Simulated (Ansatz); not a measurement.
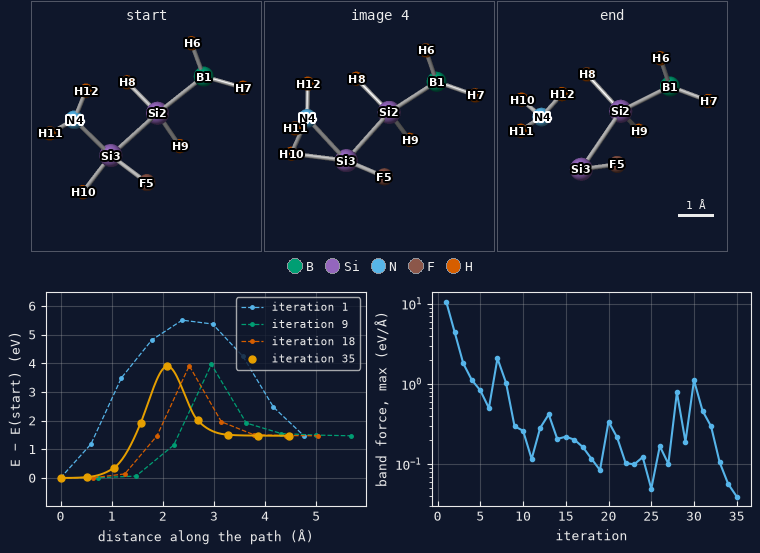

NEB run on BSi2NH7F. Images are numbered from 0 (start) to 8 (end). The plot follows the band through its iterations. A ball-and-stick model, seen from a free direction.

The calculation used RHF/cc-pVDZ (Ansatz 0.2.0). Run with 7 movable images; climbing image; force threshold 0.05 eV/Å; iteration limit 60; starting path through a guess of the saddle point.

**Did the band converge, and can the barrier be trusted?**

The result is final at these settings. The band converged in 35 iterations. The largest component of the band force went from 11 to 0.04 eV/Å. The climbing image converged on the top of the path. Its vibrational analysis gives one imaginary mode (2042i cm⁻¹), as a transition state must have. The first iteration put the highest image at 5.50 eV. The energy climbs by 3.90 eV to image 4 and then falls by 2.43 eV, so the end point sits at +1.47 eV.

Limits of the set-up: Hartree-Fock leaves out electron correlation.

Cost: 7.6 min on 2 threads of Intel(R) Xeon(R) CPU @ 2.60GHz (Ice Lake) (shared host), peak memory 0.28 GiB.
